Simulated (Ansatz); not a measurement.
## Converging the k-point mesh: SrZn2Sb2 (P3m1, 5 atoms in the cell)

```
Sr(ZnSb)2
1.0
    4.49932     0.00000     0.00000
   -2.24966     3.89653     0.00000
    0.00000     0.00000     7.71668
Sr Zn Sb
1 2 2
Cartesian
  0.00000   0.00000   0.05000
  2.24966   1.29884   2.82546
  0.00000   2.59769   4.89122
  0.00000   2.59769   2.09917
  2.24966   1.29884   5.61751
```

Computed with LDA (PW92), default PAW files made with PBE (plane waves; Ansatz, a first-principles code).

Base settings: basis.ecutwfc = 30.9 Ry; kpoints.mp_grid.grid = 8 8 4; hamiltonian.xc = lda; hamiltonian.pseudopotentials = {kind: paw} (the program's default PAW files); scf.occupations.method = fermi_dirac; scf.occupations.width = 0.0073 Ry.

Only quantities that move along the ladder and can be compared are tabulated.

The count of work is k-points × plane waves × bands × iterations; it is no time. Core times come from one kind of shared machine, to one figure; runs under 30 s give none.

The starting cell comes from a database of computed structures (which also holds hypothetical and non-ambient phases and stackings), without a prior relaxation at this level. Its lattice was rescaled by up to half a per cent. One atom was moved a little off its site on purpose. Ansatz's pressure includes its estimate of the finite-basis (Pulay) stress. The run gives no clean gap (levels at the Fermi energy touch, overlap or are partly filled at this smearing), which alone does not show that the compound is a metal.

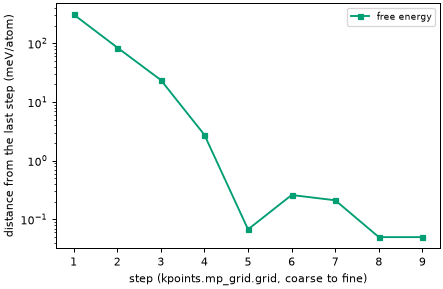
Figure: Distance from the last step along the ladder; very small values are drawn at a floor.

```csv
kpoints.mp_grid.grid,free energy less the last step's (meV/atom),pressure (GPa),largest difference of a force vector from the last step's (eV/Å),count of work / last,core time / last (rough)
2 2 1,311.61,-1.05,0.229,0.0033,–
3 3 2,85.09,-2.26,0.084,0.0062,–
4 4 2,23.80,-2.66,0.059,0.0083,–
6 6 3,2.76,-2.85,0.030,0.020,–
8 8 4,-0.07,-2.88,0.013,0.042,–
9 9 5,-0.26,-2.89,0.007,0.082,–
11 11 6,-0.21,-2.91,0.001,0.14,–
17 17 9,0.01,-2.90,0.001,0.43,0.8
20 20 11,0.01,-2.90,0.000,0.70,1
23 23 12,0.00,-2.90,0.000,1.0,1
```

Coarsest kpoints.mp_grid.grid that holds the forces within 0.01 eV/Å of the last step, with all finer ones: 9 9 5, at 0.082 of the last step's count of work; the step before is off by 0.013 eV/Å.

Coarsest kpoints.mp_grid.grid that holds the free energy within 5 meV/atom of the last step, with all finer ones: 6 6 3, at 0.020 of the last step's count of work; the step before is off by 24 meV/atom.

Coarsest kpoints.mp_grid.grid that holds the pressure within 0.5 GPa of the last step, with all finer ones: 4 4 2, at 0.0083 of the last step's count of work; the step before is off by 0.64 GPa.

Keys are those of Ansatz 0.2.
